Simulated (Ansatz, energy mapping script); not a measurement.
# ScNiO2 in the infinite layer structure: exchange couplings from total energies, part 2 of 3

How strongly do the moments of ScNiO2 in the infinite layer structure couple under PBEsol+U (5.7 eV)? The plan is to run several orders and fit a Heisenberg model.

PBEsol with U = 5.7 eV on Ni d, ortho-atomic projectors; plane waves, U on orthogonalised atomic orbitals unless named otherwise, collinear spin, no spin–orbit coupling.

So far. Step 4 (Parallel start in cell A (8 atoms)): The run ends ferromagnetic.

### 5. Run 2 (compensated +−; cell A, 8 atoms)

This order reverses 2 of the 2 neighbours at 2.84 Å, 0 of the 4 neighbours at 3.77 Å and 8 of the 8 neighbours at 4.72 Å, counted for an average magnetic atom.

The input, input.yaml:

```yaml
crystal:
  lattice:
    - [3.768207841, 0.0, 0.0]
    - [0.0, 3.768207841, 0.0]
    - [0.0, 0.0, 5.678144004]
  atoms:
    - { symbol: Sc, position: [0.5, 0.5, 0.25] }
    - { symbol: Sc, position: [0.5, 0.5, 0.75] }
    - { symbol: Ni, position: [0.0, 0.0, 0.0], spin: 2.0 }
    - { symbol: Ni, position: [0.0, 0.0, 0.5], spin: -2.0 }
    - { symbol: O, position: [0.5, 0.0, 0.0] }
    - { symbol: O, position: [0.5, 0.0, 0.5] }
    - { symbol: O, position: [0.0, 0.5, 0.0] }
    - { symbol: O, position: [0.0, 0.5, 0.5] }
magnetization:
  spin_polarized: true
kpoints:
  mp_grid: { grid: [10, 10, 7] }
hamiltonian:
  xc: pbesol
  hubbard:
    sites:
      - { species: Ni, l: d, u_eff: 5.7 }
      - { site: 2, l: d, u_eff: 5.7, starting_ns: [{ spin: up, occupation_matrix: ni2_major }, { spin: down, occupation_matrix: ni2_minor }] }
      - { site: 3, l: d, u_eff: 5.7, starting_ns: [{ spin: up, occupation_matrix: ni2_minor }, { spin: down, occupation_matrix: ni2_major }] }
    projectors: ortho-atomic
    occupation_matrices:
      ni2_major:
        matrix:
          - [0.926, 0.0, 0.0, 0.0, 0.0]
          - [0.0, 0.979, 0.0, 0.0, 0.0]
          - [0.0, 0.0, 0.979, 0.0, 0.0]
          - [0.0, 0.0, 0.0, 0.879, 0.0]
          - [0.0, 0.0, 0.0, 0.0, 0.983]
      ni2_minor:
        matrix:
          - [0.9, 0.0, 0.0, 0.0, 0.0]
          - [0.0, 0.973, 0.0, 0.0, 0.0]
          - [0.0, 0.0, 0.973, 0.0, 0.0]
          - [0.0, 0.0, 0.0, 0.186, 0.0]
          - [0.0, 0.0, 0.0, 0.0, 0.979]
scf:
  occupations: { method: fermi_dirac, width: 0.05 }
output:
  eigenvalues: true
  write_density: true
  write_potential: true
  elf: true
  volumetric_format: npy
```

Run with:

```sh
ansatz run input.yaml --threads 4 --pin off --max-ram 8192MiB --backend cpu --events-out ev --progress --plain --runs-dir out
```

Numbers of over 12 decimals in the logs are rounded to 6 here.

What it wrote:

```text
[...]
Crystal: 8 atoms, lattice volume = 80.626 Å³
Basis set: ecut = 420 eV, 1555 PW (Γ)
Bands: 52, of which v1, the nominal top of the filled ones, is band 41 counted from 1 (40 counted from 0)
Symmetry: 16 space group operations
[...]
k-points: 84 of 700
[...]
Starting moments: Σ|m| = 4 μB on 2 of 8 sites
Starting magnetic order: antiferromagnet; a translation exchanges its spin sublattices: spin-degenerate at every k-point
[...]
SCF iter   1: F=—  HF=-18084.335289 eV  |F-HF|=—  |Δ(HF+E_count)|=         —  Δρ=1.60e-1 (↑1.60e-1 ↓1.60e-1)  dr2=3.84e1  dr2_m=7.01e0  M=0.000 μB ∫|m|=1.384 μB  β_m=0.30  ethr=3.10e-3  ⟨swp⟩=5.1  Hψ=13283  notcnv=0  defer=12
[...]
SCF iter  15: F=-18078.069915 eV  HF=-18078.069915 eV  |F-HF|=4.91e-10  |Δ(HF+E_count)|=   2.82e-8  Δρ=1.03e-6 (↑1.03e-6 ↓1.03e-6)  dr2=1.07e-9  dr2_m=5.55e-10  M=0.000 μB ∫|m|=1.683 μB  ethr=1.22e-10  ⟨swp⟩=8.5  Hψ=11340  notcnv=0
SCF 1 converged in 15 iterations: F = -18078.069915 eV  dr2 = 1.07e-9
[...]
SCF converged after 15 iterations
Magnetization: 0.0000 μB (41.0000 up, 41.0000 down)
Absolute magnetization: 1.6820 μB (∫|ρ↑−ρ↓|, with the PAW one-centre terms)
[...]
Per-site moments (μB) at R_I (Å): [(-4.8268260276500955e-18, 0.973092), (4.936363620901278e-18, 0.973092), (0.741556, 0.777193), (-0.741556, 0.777193), (-0.00132221, 0.777193), (0.00132221, 0.777193), (-0.00132221, 0.777193), (0.00132221, 0.777193)]
Free energy (F): -18078.069915 eV
[...]
Internal energy: -18078.057177 eV  (E = F + TS)
E sigma→0 (E₀):  -18078.063546 eV
Entropy (-TS):   -0.012737 eV (-1.592 meV/atom)
Fermi energy:    14.387417 eV
[...]
--- Specified on-site occupations, and those of the state reported ---
  electrons in the specified blocks: 17.5140 specified, 17.5192 found
[...]
--- Band table (eV; the first three rows and the last of 168) ---
  k-point 0 ↑: bands = [... 37 lower, 11.3785, 11.3785, 11.5795, 12.6928, 13.4168, 16.1771, 16.2324, 16.2617, ... 7 higher]
  k-point 1 ↑: bands = [... 37 lower, 11.3629, 11.3629, 11.3863, 12.6288, 13.5858, 16.1807, 16.2575, 16.3769, ... 7 higher]
  k-point 2 ↑: bands = [... 37 lower, 11.2422, 11.3196, 11.3196, 12.4436, 14.0822, 16.1904, 16.2462, 16.6403, ... 7 higher]
  k-point 83 ↓: bands = [... 37 lower, 12.5126, 12.9397, 12.9397, 15.7670, 15.9750, 16.0022, 16.3296, 16.4810, ... 7 higher]
Occupation matrices written to <dir>
```

The job ended after 11 s (4 threads of Arm Neoverse V1, shared host; peak memory 0.87 GiB; 43 s of CPU time).

Spin moment in the sphere by atom:

```
atom  spin moment in the sphere (μB)
 Sc1                           0.000
 Sc2                           0.000
 Ni3                           0.742
 Ni4                          -0.742
  O5                          -0.001
  O6                           0.001
  O7                          -0.001
  O8                           0.001
```

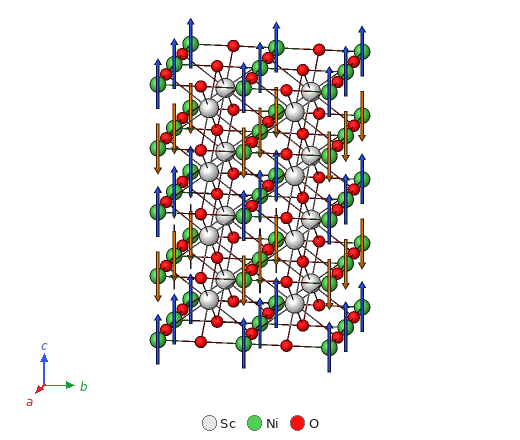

Spin moment in the sphere as arrows, the longest 0.742 μB. Up and down stand for the sign. Arrows give size and sign along the axis of quantisation, drawn up and down the page. The two directions have two colours. 2×2×2 cells are drawn. Some periodic images of atoms are drawn too.

The run ends antiferromagnetic, 0.10 meV a magnetic atom below the parallel order of its cell (energies taken at zero occupation width, not the printed F).

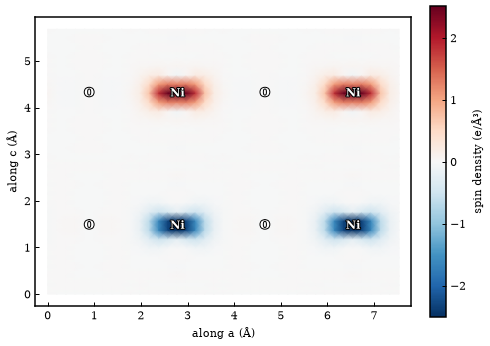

Spin density in the ac plane at fractional y = 0.000, with atoms of Ni and O within 0.2 Å of it. The map starts off the cell's origin, so that atoms lie inside it.

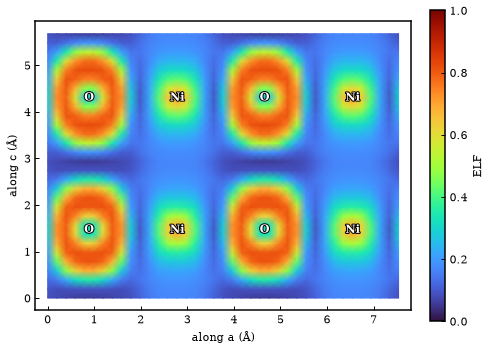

ELF in the ac plane at fractional y = 0.000, with atoms of Ni and O within 0.2 Å of it. It is the smooth field of the valence electrons, not physical close to the nuclei. The map starts off the cell's origin, so that atoms lie inside it.

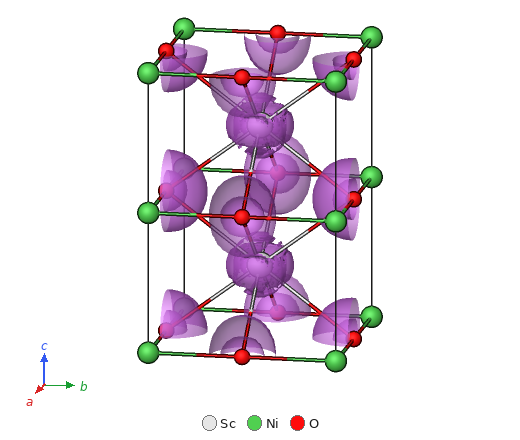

Surface of ELF = 0.75.

### 6. Parallel start in cell B (8 atoms)

The parallel order again, as the reference for this cell.

This run holds the same structure in another cell (a 3.768 → 2.839 Å, c 5.678 → 7.536 Å).

The input, input.yaml:

```yaml
crystal:
  lattice:
    - [0.0, 0.0, 2.839072002]
    - [3.768207841, 0.0, 0.0]
    - [0.0, 7.536415682, 0.0]
  atoms:
    - { symbol: Sc, position: [0.5, 0.5, 0.25] }
    - { symbol: Sc, position: [0.5, 0.5, 0.75] }
    - { symbol: Ni, position: [0.0, 0.0, 0.0], spin: 2.0 }
    - { symbol: Ni, position: [0.0, 0.0, 0.5], spin: 2.0 }
    - { symbol: O, position: [0.0, 0.5, 0.0] }
    - { symbol: O, position: [0.0, 0.5, 0.5] }
    - { symbol: O, position: [0.0, 0.0, 0.25] }
    - { symbol: O, position: [0.0, 0.0, 0.75] }
magnetization:
  spin_polarized: true
kpoints:
  mp_grid: { grid: [13, 10, 5] }
hamiltonian:
  xc: pbesol
  hubbard:
    sites:
      - { species: Ni, l: d, u_eff: 5.7 }
      - { site: 2, l: d, u_eff: 5.7, starting_ns: [{ spin: up, occupation_matrix: ni2_major }, { spin: down, occupation_matrix: ni2_minor }] }
      - { site: 3, l: d, u_eff: 5.7, starting_ns: [{ spin: up, occupation_matrix: ni2_major }, { spin: down, occupation_matrix: ni2_minor }] }
    projectors: ortho-atomic
    occupation_matrices:
      ni2_major:
        matrix:
          - [0.926, 0.0, 0.0, 0.0, 0.0]
          - [0.0, 0.979, 0.0, 0.0, 0.0]
          - [0.0, 0.0, 0.979, 0.0, 0.0]
          - [0.0, 0.0, 0.0, 0.879, 0.0]
          - [0.0, 0.0, 0.0, 0.0, 0.983]
      ni2_minor:
        matrix:
          - [0.9, 0.0, 0.0, 0.0, 0.0]
          - [0.0, 0.973, 0.0, 0.0, 0.0]
          - [0.0, 0.0, 0.973, 0.0, 0.0]
          - [0.0, 0.0, 0.0, 0.186, 0.0]
          - [0.0, 0.0, 0.0, 0.0, 0.979]
scf:
  occupations: { method: fermi_dirac, width: 0.05 }
output:
  eigenvalues: true
```

What it wrote:

```text
[...]
Crystal: 8 atoms, lattice volume = 80.626 Å³
Basis set: ecut = 420 eV, 1577 PW (Γ)
Bands: 52, of which v1, the nominal top of the filled ones, is band 41 counted from 1 (40 counted from 0)
Symmetry: 16 space group operations
[...]
k-points: 126 of 650
[...]
Starting moments: Σ|m| = 4 μB on 2 of 8 sites
[...]
k-point 1 ↑: bands = [... 37 lower, 11.6659, 11.7981, 12.0581, 12.6598, 12.9094, 13.4835, 14.2113, 16.1906, ... 7 higher]
  k-point 2 ↑: bands = [... 37 lower, 11.8194, 12.1502, 12.2274, 12.4781, 12.6295, 13.7319, 14.0045, 16.2368, ... 7 higher]
  k-point 125 ↓: bands = [... 37 lower, 12.6452, 13.5083, 13.5681, 14.6813, 15.3123, 16.0970, 16.2289, 16.7284, ... 7 higher]
Occupation matrices written to <dir>
[key lines of the parts left out:]
SCF converged after 15 iterations
Magnetization: 1.4734 μB (41.7367 up, 40.2633 down)
Free energy (F): -18078.069816 eV
Fermi energy:    14.406738 eV
```

Elapsed: 27 s, on 4 threads; peak memory 1.1 GiB; 1.7 min of CPU time.

The run ends ferromagnetic. For each magnetic atom its energy differs from the parallel run of the first cell by -0.04 meV, an error that one common reference would have brought in.

### 7. Run 4 (compensated +−; cell B, 8 atoms)

This order reverses 0 of the 2 neighbours at 2.84 Å, 2 of the 4 neighbours at 3.77 Å and 4 of the 8 neighbours at 4.72 Å, counted for an average magnetic atom.

Edit input.yaml of step 6 so:

```diff
@@ -9,3 +9,3 @@
     - { symbol: Ni, position: [0.0, 0.0, 0.0], spin: 2.0 }
-    - { symbol: Ni, position: [0.0, 0.0, 0.5], spin: 2.0 }
+    - { symbol: Ni, position: [0.0, 0.0, 0.5], spin: -2.0 }
     - { symbol: O, position: [0.0, 0.5, 0.0] }
@@ -24,3 +24,3 @@
       - { site: 2, l: d, u_eff: 5.7, starting_ns: [{ spin: up, occupation_matrix: ni2_major }, { spin: down, occupation_matrix: ni2_minor }] }
-      - { site: 3, l: d, u_eff: 5.7, starting_ns: [{ spin: up, occupation_matrix: ni2_major }, { spin: down, occupation_matrix: ni2_minor }] }
+      - { site: 3, l: d, u_eff: 5.7, starting_ns: [{ spin: up, occupation_matrix: ni2_minor }, { spin: down, occupation_matrix: ni2_major }] }
     projectors: ortho-atomic
```

What it wrote:

```text
[...]
Crystal: 8 atoms, lattice volume = 80.626 Å³
Basis set: ecut = 420 eV, 1577 PW (Γ)
Bands: 52, of which v1, the nominal top of the filled ones, is band 41 counted from 1 (40 counted from 0)
Symmetry: 8 space group operations
[...]
k-points: 126 of 650
[...]
Starting moments: Σ|m| = 4 μB on 2 of 8 sites
[...]
k-point 1 ↑: bands = [... 37 lower, 11.9209, 12.2252, 12.2570, 13.1368, 13.4912, 14.1838, 16.1848, 16.3041, ... 7 higher]
  k-point 2 ↑: bands = [... 37 lower, 12.0179, 12.3609, 12.3910, 12.8815, 13.7304, 13.9921, 16.2214, 16.2737, ... 7 higher]
  k-point 125 ↓: bands = [... 37 lower, 12.6155, 12.8394, 13.5702, 14.6365, 14.9085, 15.2935, 16.0906, 16.2560, ... 7 higher]
Occupation matrices written to <dir>
[key lines of the parts left out:]
SCF converged after 15 iterations
Magnetization: 0.0000 μB (41.0000 up, 41.0000 down)
Free energy (F): -18077.882091 eV
Fermi energy:    14.350657 eV
```

It took 15 s on 4 threads; peak memory 1.1 GiB.

The run ends antiferromagnetic, 95.75 meV a magnetic atom above the parallel order of its cell (energies taken at zero occupation width, not the printed F).

### 8. Order 5: parallel, cell C of 8 atoms

The parallel order again, as the reference for this cell.

This run holds the same structure in another cell (a 2.839 → 4.718 Å, b 3.768 → 4.718 Å, c 7.536 → 4.718 Å, α 90.0 → 106.0°, β 90.0 → 111.2°, γ 90.0 → 111.2°).

The input, input.yaml:

```yaml
crystal:
  lattice:
    - [3.768207841, 0.0, 2.839072002]
    - [0.0, -3.768207841, -2.839072002]
    - [0.0, 3.768207841, -2.839072002]
  atoms:
    - { symbol: Sc, position: [0.5, 0.25, 0.75] }
    - { symbol: Sc, position: [0.5, 0.75, 0.25] }
    - { symbol: Ni, position: [0.0, 0.5, 0.5], spin: 2.0 }
    - { symbol: Ni, position: [0.0, 0.0, 0.0], spin: 2.0 }
    - { symbol: O, position: [0.5, 0.75, 0.75] }
    - { symbol: O, position: [0.5, 0.25, 0.25] }
    - { symbol: O, position: [0.0, 0.25, 0.75] }
    - { symbol: O, position: [0.0, 0.75, 0.25] }
magnetization:
  spin_polarized: true
kpoints:
  mp_grid: { grid: [10, 10, 10] }
hamiltonian:
  xc: pbesol
  hubbard:
    sites:
      - { species: Ni, l: d, u_eff: 5.7 }
      - { site: 2, l: d, u_eff: 5.7, starting_ns: [{ spin: up, occupation_matrix: ni2_major }, { spin: down, occupation_matrix: ni2_minor }] }
      - { site: 3, l: d, u_eff: 5.7, starting_ns: [{ spin: up, occupation_matrix: ni2_major }, { spin: down, occupation_matrix: ni2_minor }] }
    projectors: ortho-atomic
    occupation_matrices:
      ni2_major:
        matrix:
          - [0.926, 0.0, 0.0, 0.0, 0.0]
          - [0.0, 0.979, 0.0, 0.0, 0.0]
          - [0.0, 0.0, 0.979, 0.0, 0.0]
          - [0.0, 0.0, 0.0, 0.879, 0.0]
          - [0.0, 0.0, 0.0, 0.0, 0.983]
      ni2_minor:
        matrix:
          - [0.9, 0.0, 0.0, 0.0, 0.0]
          - [0.0, 0.973, 0.0, 0.0, 0.0]
          - [0.0, 0.0, 0.973, 0.0, 0.0]
          - [0.0, 0.0, 0.0, 0.186, 0.0]
          - [0.0, 0.0, 0.0, 0.0, 0.979]
scf:
  occupations: { method: fermi_dirac, width: 0.05 }
output:
  eigenvalues: true
```

What it wrote:

```text
[...]
Crystal: 8 atoms, lattice volume = 80.626 Å³
Basis set: ecut = 420 eV, 1545 PW (Γ)
Bands: 52, of which v1, the nominal top of the filled ones, is band 41 counted from 1 (40 counted from 0)
Symmetry: 32 space group operations
[...]
k-points: 102 of 1000
[...]
Starting moments: Σ|m| = 4 μB on 2 of 8 sites
[...]
k-point 1 ↑: bands = [... 37 lower, 12.1624, 12.2289, 12.3097, 12.7599, 13.5352, 14.0334, 15.8886, 16.0365, ... 7 higher]
  k-point 2 ↑: bands = [... 37 lower, 12.1028, 12.1180, 12.2226, 12.5529, 13.9362, 14.7886, 15.6155, 16.2167, ... 7 higher]
  k-point 101 ↓: bands = [... 37 lower, 13.0462, 13.0793, 13.0793, 15.2620, 16.2761, 16.7973, 17.0235, 17.8170, ... 7 higher]
Occupation matrices written to <dir>
[key lines of the parts left out:]
SCF converged after 14 iterations
Magnetization: 1.4640 μB (41.7320 up, 40.2680 down)
Free energy (F): -18078.069070 eV
Fermi energy:    14.438083 eV
```

The job ended after 23 s (4 threads; peak memory 1 GiB).

The run ends ferromagnetic. For each magnetic atom its energy differs from the parallel run of the first cell by 0.55 meV, an error that one common reference would have brought in.

### 9. Order 6: compensated +−, cell C of 8 atoms

This order reverses 2 of the 2 neighbours at 2.84 Å, 4 of the 4 neighbours at 3.77 Å and 0 of the 8 neighbours at 4.72 Å, counted for an average magnetic atom.

Edit input.yaml of step 8 so:

```diff
@@ -9,3 +9,3 @@
     - { symbol: Ni, position: [0.0, 0.5, 0.5], spin: 2.0 }
-    - { symbol: Ni, position: [0.0, 0.0, 0.0], spin: 2.0 }
+    - { symbol: Ni, position: [0.0, 0.0, 0.0], spin: -2.0 }
     - { symbol: O, position: [0.5, 0.75, 0.75] }
@@ -24,3 +24,3 @@
       - { site: 2, l: d, u_eff: 5.7, starting_ns: [{ spin: up, occupation_matrix: ni2_major }, { spin: down, occupation_matrix: ni2_minor }] }
-      - { site: 3, l: d, u_eff: 5.7, starting_ns: [{ spin: up, occupation_matrix: ni2_major }, { spin: down, occupation_matrix: ni2_minor }] }
+      - { site: 3, l: d, u_eff: 5.7, starting_ns: [{ spin: up, occupation_matrix: ni2_minor }, { spin: down, occupation_matrix: ni2_major }] }
     projectors: ortho-atomic
```

What it wrote:

```text
[...]
Crystal: 8 atoms, lattice volume = 80.626 Å³
Basis set: ecut = 420 eV, 1545 PW (Γ)
Bands: 52, of which v1, the nominal top of the filled ones, is band 41 counted from 1 (40 counted from 0)
Symmetry: 16 space group operations
[...]
k-points: 102 of 1000
[...]
Starting moments: Σ|m| = 4 μB on 2 of 8 sites
[...]
k-point 1 ↑: bands = [... 37 lower, 12.7026, 12.7595, 13.1974, 13.4180, 13.5655, 14.2156, 15.8221, 15.8757, ... 7 higher]
  k-point 2 ↑: bands = [... 37 lower, 12.5842, 12.6773, 13.0886, 13.7289, 13.7772, 14.8989, 16.0501, 16.1020, ... 7 higher]
  k-point 101 ↓: bands = [... 37 lower, 12.9903, 13.0748, 13.0748, 13.5392, 15.0784, 16.1191, 16.8920, 17.6397, ... 7 higher]
Occupation matrices written to <dir>
[key lines of the parts left out:]
SCF converged after 15 iterations
Magnetization: 0.0000 μB (41.0000 up, 41.0000 down)
Free energy (F): -18077.736067 eV
Fermi energy:    14.012763 eV
```

Elapsed: 15 s, on 4 threads; peak memory 0.97 GiB.

The run ends antiferromagnetic, 169.55 meV a magnetic atom above the parallel order of its cell (energies taken at zero occupation width, not the printed F).

### 10. Run 7 (parallel; cell D, 8 atoms)

A new cell needs its own zero of energy.

This run holds the same structure in another cell (a 4.718 → 2.839 Å, b 4.718 → 5.329 Å, c 4.718 → 5.329 Å, α 106.0 → 90.0°, β 111.2 → 90.0°, γ 111.2 → 90.0°).

The input, input.yaml:

```yaml
crystal:
  lattice:
    - [0.0, 0.0, -2.839072002]
    - [3.768207841, 3.768207841, 0.0]
    - [3.768207841, -3.768207841, 0.0]
  atoms:
    - { symbol: Sc, position: [0.5, 0.5, 0.0] }
    - { symbol: Sc, position: [0.5, 0.0, 0.5] }
    - { symbol: Ni, position: [0.0, 0.0, 0.0], spin: 2.0 }
    - { symbol: Ni, position: [0.0, 0.5, 0.5], spin: 2.0 }
    - { symbol: O, position: [0.0, 0.25, 0.25] }
    - { symbol: O, position: [0.0, 0.75, 0.75] }
    - { symbol: O, position: [0.0, 0.25, 0.75] }
    - { symbol: O, position: [0.0, 0.75, 0.25] }
magnetization:
  spin_polarized: true
kpoints:
  mp_grid: { grid: [13, 7, 7] }
hamiltonian:
  xc: pbesol
  hubbard:
    sites:
      - { species: Ni, l: d, u_eff: 5.7 }
      - { site: 2, l: d, u_eff: 5.7, starting_ns: [{ spin: up, occupation_matrix: ni2_major }, { spin: down, occupation_matrix: ni2_minor }] }
      - { site: 3, l: d, u_eff: 5.7, starting_ns: [{ spin: up, occupation_matrix: ni2_major }, { spin: down, occupation_matrix: ni2_minor }] }
    projectors: ortho-atomic
    occupation_matrices:
      ni2_major:
        matrix:
          - [0.926, 0.0, 0.0, 0.0, 0.0]
          - [0.0, 0.979, 0.0, 0.0, 0.0]
          - [0.0, 0.0, 0.979, 0.0, 0.0]
          - [0.0, 0.0, 0.0, 0.879, 0.0]
          - [0.0, 0.0, 0.0, 0.0, 0.983]
      ni2_minor:
        matrix:
          - [0.9, 0.0, 0.0, 0.0, 0.0]
          - [0.0, 0.973, 0.0, 0.0, 0.0]
          - [0.0, 0.0, 0.973, 0.0, 0.0]
          - [0.0, 0.0, 0.0, 0.186, 0.0]
          - [0.0, 0.0, 0.0, 0.0, 0.979]
scf:
  occupations: { method: fermi_dirac, width: 0.05 }
output:
  eigenvalues: true
```

What it wrote:

```text
[...]
Crystal: 8 atoms, lattice volume = 80.626 Å³
Basis set: ecut = 420 eV, 1577 PW (Γ)
Bands: 52, of which v1, the nominal top of the filled ones, is band 41 counted from 1 (40 counted from 0)
Symmetry: 32 space group operations
[...]
k-points: 70 of 637
[...]
Starting moments: Σ|m| = 4 μB on 2 of 8 sites
[...]
k-point 1 ↑: bands = [... 37 lower, 11.7613, 11.7779, 12.6425, 12.6821, 13.4892, 15.1284, 15.7406, 16.1888, ... 7 higher]
  k-point 2 ↑: bands = [... 37 lower, 12.0472, 12.4618, 12.6073, 12.6089, 13.7732, 14.8764, 15.1410, 16.2329, ... 7 higher]
  k-point 69 ↓: bands = [... 37 lower, 12.4732, 13.3455, 13.3728, 16.1099, 16.3050, 16.3564, 16.4616, 17.0258, ... 7 higher]
Occupation matrices written to <dir>
[key lines of the parts left out:]
SCF converged after 14 iterations
Magnetization: 1.4723 μB (41.7362 up, 40.2638 down)
Free energy (F): -18078.065394 eV
Fermi energy:    14.406283 eV
```

Run time: 16 s. Hardware: 4 threads; peak memory 0.81 GiB.

The run ends ferromagnetic. For each magnetic atom its energy differs from the parallel run of the first cell by 2.84 meV, an error that one common reference would have brought in.

[end of part 2 of 3]

[Logs and program files are shortened in this print: banners, set-up blocks, solver, clock and traceback lines can be left out without a mark of their own.]

[Logs are printed without paths, hosts, clocks, repeated set-up lines and the standing remarks that a program may print on its own settings, such as how far it seeks lower states.]

[Hosts, paths, dates, database ids (printed as entryN), source tags and the programs' standing remarks are cut or masked in the printed files.]

[Where a cell is said to come from a database of computed structures, the database is the Materials Project.]
